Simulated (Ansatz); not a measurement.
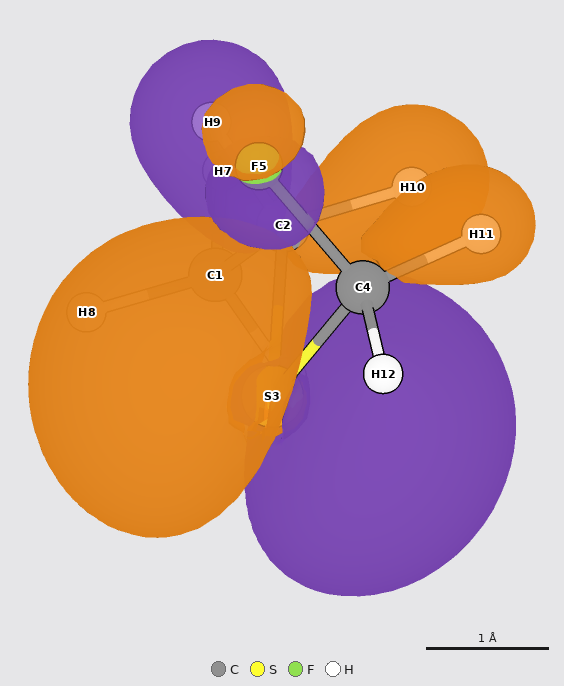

*C3H7FS (SMILES CCSCF). The HOMO at ±0.08 Å⁻³ᐟ² (orange and purple are the two phases), seen at an oblique angle.*

Not at a stationary point (largest force 0.9 eV/Å).

These are results of SCF B3LYP, Gaussian basis (Ansatz), not measurements.

```yaml
atoms:
  - { symbol: C, position_ang: [1.9692, -0.0649, -0.0956] }
  - { symbol: C, position_ang: [0.5043, 0.3060, 0.0790] }
  - { symbol: S, position_ang: [-0.5502, -1.1401, -0.2793] }
  - { symbol: C, position_ang: [-2.1223, -0.2795, 0.0485] }
  - { symbol: F, position_ang: [-2.3385, 0.6917, -0.9113] }
  - { symbol: H, position_ang: [2.2417, -0.8852, 0.6019] }
  - { symbol: H, position_ang: [2.6062, 0.8177, 0.1239] }
  - { symbol: H, position_ang: [2.1589, -0.3925, -1.1398] }
  - { symbol: H, position_ang: [0.2534, 1.1355, -0.6158] }
  - { symbol: H, position_ang: [0.3356, 0.6427, 1.1241] }
  - { symbol: H, position_ang: [-2.1079, 0.1849, 1.0565] }
  - { symbol: H, position_ang: [-2.9504, -1.0164, 0.0078] }
```

Q: What is the character of this orbital?

A: By Hirshfeld shares it lies mainly on S3 (about 80 %); largely a lone pair of S3. Its energy is −6.63 eV.
